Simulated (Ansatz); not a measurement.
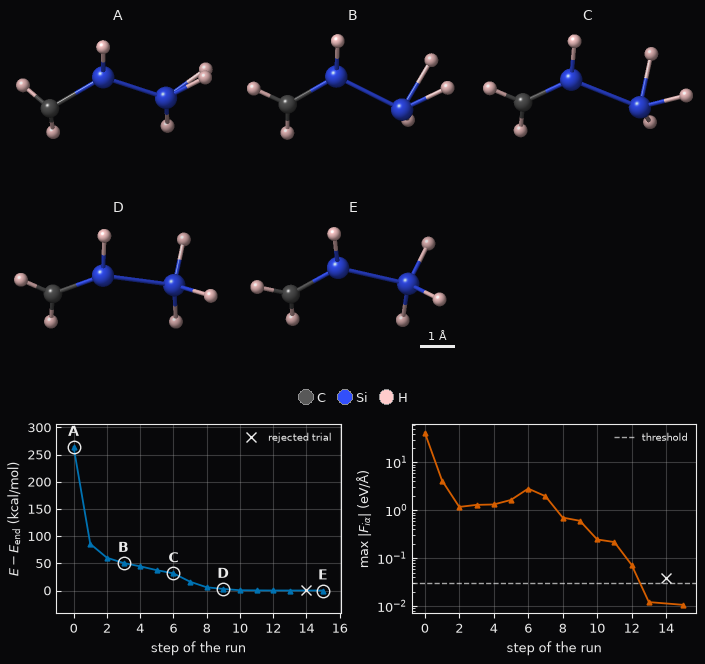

Frames of a relaxation of CH6Si2, marked on the history of the run. Style: ball-and-stick. Shown from a free direction.

It is one of the separated reactants of a reaction.

Method: RKS PBE-D4/def2-SVP in Ansatz.

Input
```yaml
crystal:
  periodic: [false, false, false]
  atoms:
    - {symbol: C, position_ang: [-0.592953, 1.200732, -0.859638]}
    - {symbol: Si, position_ang: [0.479112, -0.268299, -0.428645]}
    - {symbol: Si, position_ang: [0.415250, -1.291290, 1.454995]}
    - {symbol: H, position_ang: [1.479685, -2.176550, 1.770735]}
    - {symbol: H, position_ang: [-1.427302, 1.279572, -0.161165]}
    - {symbol: H, position_ang: [-0.998311, 1.090490, -1.868511]}
    - {symbol: H, position_ang: [1.708785, -0.380841, -1.252377]}
    - {symbol: H, position_ang: [1.252878, -2.494556, 1.666106]}
    - {symbol: H, position_ang: [-0.819641, -1.264535, 2.274718]}
basis:
  gaussian: {orbitals: def2-SVP}
hamiltonian: {xc: pbe, dispersion: d4}
relax: {f_tol: 0.03, max_steps: 250}
```

Launched with:
```bash
ansatz run in.yaml --threads 2 --pin off --events-out ev --progress --plain --max-ram 4352MiB
```

What happens along the run?

Answer. After 14 accepted moves (15 points after the start) the energy has fallen by 264.1 kcal/mol. Largest force component: 42 eV/Å at the start, 0.011 eV/Å at the end. The line search rejected the trial step at point 14 of the run. The largest move after the best rigid fit is that of H4, 1.08 Å. By element the largest moves are H 1.08 Å, C 0.37 Å, Si 0.28 Å. Among the contacts that change: H4–H8 0.404 → 2.437 Å, Si2–Si3 2.144 → 2.331 Å, C1–Si2 1.869 → 1.730 Å, Si3–H4 1.420 → 1.506 Å. Bonds break, among them: H4–H8 (0.40 → 2.44 Å). Bond angles that change, for instance: H4–Si3–H8 15.8° → 108.0°, Si2–C1–H6 110.3° → 122.8°, Si2–Si3–H9 120.1° → 107.7°. Cost: 19 s on 2 threads of Arm Neoverse V1, with other jobs on the host. From step 0 to 3: H8 moves most (0.43 Å), energy −213.5 kcal/mol. From step 3 to 6: H8 moves most (0.51 Å), energy −19.1 kcal/mol. From step 6 to 9: Si3 moves most (0.48 Å), energy −28.7 kcal/mol. From step 9 to 15: H8 moves most (0.31 Å), energy −2.85 kcal/mol.
